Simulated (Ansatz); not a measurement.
# wB97M-V/6-31G(d) (spherical functions) run of C2H5AlBN (SMILES B[C]1=C[NH][AlH]1)

What is the energy change on altering one bond length of C2H5AlBN at wB97M-V/6-31G* (spherical functions)? 

The results are computed with Ansatz 0.2.0.

127 further runs of the same task are left out: 127 set aside as unsound or not needed.

### Step 1. Starting point

C2H5AlBN has 10 atoms, charge 0, and is taken as a singlet. SMILES: `B[C]1=C[NH][AlH]1`. Geometry: relaxed at PBE0-D4/def2-TZVP.

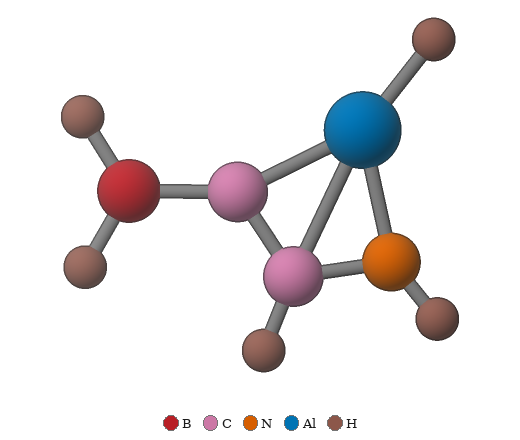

The structure, seen from a chosen angle (boron red, carbon pink, nitrogen orange, aluminium blue, hydrogen brown).

### Step 2. A single-point energy at wB97M-V/6-31G(d) (spherical functions)

File job.yaml:

```yaml
crystal:
  periodic: [false, false, false]
  atoms:
    - symbol: B
      position_ang: [-1.253000, 0.576700, -1.418700]
    - symbol: C
      position_ang: [-0.143800, 0.242800, -0.478800]
    - symbol: C
      position_ang: [-0.315000, -0.471300, 0.702300]
    - symbol: "N"
      position_ang: [0.820900, -0.673500, 1.422800]
    - symbol: Al
      position_ang: [1.688500, 0.264900, 0.080500]
    - symbol: H
      position_ang: [-2.375700, 0.217000, -1.161700]
    - symbol: H
      position_ang: [-1.076200, 1.195400, -2.432600]
    - symbol: H
      position_ang: [-1.273000, -0.859200, 1.061700]
    - symbol: H
      position_ang: [0.792000, -1.179400, 2.289700]
    - symbol: H
      position_ang: [3.218400, 0.635500, -0.062200]
basis:
  gaussian:
    orbitals: 6-31G_st_-spherical.json
output:
  orbitals: {seedname: orbitals}
accuracy: high
hamiltonian:
  xc: {name: wB97M-V}
```

The basis set 6-31G* is read from a file made from the Basis Set Exchange's data (not shown).

The run is started by

```bash
ansatz run job.yaml --threads 1 --pin off --max-ram 3480MiB --events-out events.jsonl --progress --plain --runs-dir runs
```

The log of the run:

```text
Warning: RAYON_NUM_THREADS=1 ignored (pool sized by the plan → 1); use --threads N
Functional definition: wB97M-V
  name "wB97M-V"
  parameter omega = 0.3/bohr
  parameter cx = 0.15
  parameter cx01 = 1.007
  parameter cx10 = 0.259
  parameter css00 = 0.443
  parameter css04 = -1.437
  parameter css10 = -4.535
  parameter css20 = -3.390
  parameter css43 = 4.278
  parameter cos00 = 1.000
  parameter cos10 = 1.358
  parameter cos20 = 2.924
  parameter cos21 = -8.812
  parameter cos60 = -1.390
  parameter cos61 = 9.142
  parameter b = 6.0
  parameter c = 0.01
  gx(w, u) = 1 - cx + cx01*u + cx10*w
  gss(w, u) = css00 + css04*u^4 + css10*w + css20*w^2 + css43*w^4*u^3
  gos(w, u) = cos00 + cos10*w + (cos20 + cos21*u)*w^2 + (cos60 + cos61*u)*w^6
  exchange = spin_sum(e_x_unif_sr(omega)*gx(b97_w, b97_u_x)) + cx*exact_x_sr(omega) + exact_x_lr(omega)
  correlation = spin_sum(e_c_pw_mod_same_spin*gss(b97_w, b97_u_same))
      + integral(e_c_pw_mod_opposite_spin*gos(b97_w_opposite, b97_u_opposite)) + vv10(b, c)
2027 factors; integrals over basis functions are off by at most 3.5e-9 eV
411 factors; integrals over basis functions are off by at most 2.0e-9 eV
mean field evaluation 1: about -10909.4661 eV, gradient 4.6e1 eV
mean field evaluation 2: about -10910.9106 eV, gradient 4.0e1 eV
mean field evaluation 4: about -10914.5161 eV, gradient 2.1e0 eV
mean field evaluation 8: about -10914.6625 eV, gradient 1.2e-1 eV
mean field evaluation 16: about -10914.6626 eV, gradient 1.8e-4 eV
mean field -10914.66255692 eV, -401.1064507427 hartree, gradient 3.4e-8 eV, S^2 0.000000; 0 other end points of the search recorded, 0 dependent functions left out
reference -10914.66256215 eV, -401.1064509350 hartree; 21, 21 occupied and 63, 63 virtual orbitals, 2027 factors
Total energy: -10914.66256215 eV, -401.1064509350 hartree
```

Wall time 1.7 min (1 thread of Arm Neoverse V1, shared host); peak memory 0.61 GiB.

### Step 3. The distorted shape, same level

File input.yaml:

```yaml
crystal:
  periodic: [false, false, false]
  atoms:
    - {symbol: B, position_ang: [-1.394436, 0.081756, -0.607606]}
    - {symbol: C, position_ang: [-0.285236, -0.252144, 0.332294]}
    - {symbol: C, position_ang: [-0.456436, -0.966244, 1.513394]}
    - {symbol: "N", position_ang: [0.679464, -1.168444, 2.233894]}
    - {symbol: Al, position_ang: [1.547064, -0.230044, 0.891594]}
    - {symbol: H, position_ang: [-2.517136, -0.277944, -0.350606]}
    - {symbol: H, position_ang: [-1.076200, 1.195400, -2.432600]}
    - {symbol: H, position_ang: [-1.414436, -1.354144, 1.872794]}
    - {symbol: H, position_ang: [0.650564, -1.674344, 3.100794]}
    - {symbol: H, position_ang: [3.076964, 0.140556, 0.748894]}
basis:
  gaussian:
    orbitals: 6-31G_st_-spherical.json
hamiltonian:
  xc: {name: wB97M-V}
accuracy: high
output:
  orbitals: {seedname: orbitals}
```

The basis set 6-31G* is read from a file made from the Basis Set Exchange's data (not shown).

The run is started by

```bash
ansatz run input.yaml --threads 1 --pin off --max-ram 3480MiB --events-out events.jsonl --progress --plain --runs-dir runs
```

The log of the run (excerpt; [...] marks lines left out):

```text
Warning: RAYON_NUM_THREADS=1 ignored (pool sized by the plan → 1); use --threads N
[... 2 set-up lines as earlier in the session ...]
[...]
  gx(w, u) = 1 - cx + cx01*u + cx10*w
  gss(w, u) = css00 + css04*u^4 + css10*w + css20*w^2 + css43*w^4*u^3
  gos(w, u) = cos00 + cos10*w + (cos20 + cos21*u)*w^2 + (cos60 + cos61*u)*w^6
[...]
      + integral(e_c_pw_mod_opposite_spin*gos(b97_w_opposite, b97_u_opposite)) + vv10(b, c)
2025 factors; integrals over basis functions are off by at most 3.4e-9 eV
423 factors; integrals over basis functions are off by at most 2.0e-9 eV
[...]
mean field -10911.54818944 eV, -400.9919998489 hartree, gradient 8.8e-8 eV, S^2 0.000000; 0 other end points of the search recorded, 0 dependent functions left out
reference -10911.54819481 eV, -400.9920000463 hartree; 21, 21 occupied and 63, 63 virtual orbitals, 2025 factors
Total energy: -10911.54819481 eV, -400.9920000463 hartree
```

It took 1.7 min on 1 thread of Arm Neoverse V1, shared host; peak memory 0.61 GiB.

### Step 4. What came out

Level: wB97M-V/6-31G* (spherical functions).

| quantity | value |
| --- | --- |
| first shape: total energy | -401.10645 Eh |
| first shape: HOMO energy | -8.11 eV |
| first shape: LUMO energy | 0.32 eV |
| first shape: HOMO–LUMO gap | 8.43 eV |
| distorted shape: total energy | -400.99200 Eh |
| distorted shape: HOMO energy | -7.78 eV |
| distorted shape: LUMO energy | 0.04 eV |
| distorted shape: HOMO–LUMO gap | 7.83 eV |
| energy change with the B1–H7 bond stretched from 1.201 to 2.161 Å | 3.114 eV |

With the B1–H7 bond stretched from 1.201 to 2.161 Å the energy rises by 3.11 eV (300 kJ/mol). The first shape isn't relaxed at this level, so the change isn't measured from a minimum.
